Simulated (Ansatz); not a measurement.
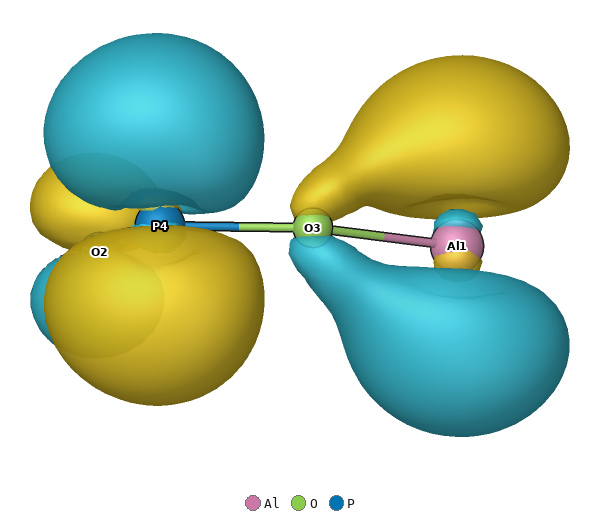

Figure 1: AlO2P. The LUMO at ±0.1 Å⁻³ᐟ² (yellow and cyan are the two phases), seen from one side.

Geometry: PBE0-D4/def2-TZVP.

Theory: isolated molecule in a Gaussian basis; Kohn-Sham density functional theory, functional PBE0 (Ansatz).

```yaml
atoms:
  - { symbol: Al, position_ang: [3.7617, 0.7630, 1.5080] }
  - { symbol: O, position_ang: [0.2432, 1.1396, 0.3895] }
  - { symbol: O, position_ang: [2.6968, 0.6146, 0.1261] }
  - { symbol: P, position_ang: [1.2718, 0.7088, -0.5663] }
```

**Where does this orbital lie, and at what energy?**

It lies mainly on P4 (about 45 %), Al1 (about 35 %) and O2 (about 15 %); it changes sign across the molecular plane (π type). Its energy is −2.20 eV.
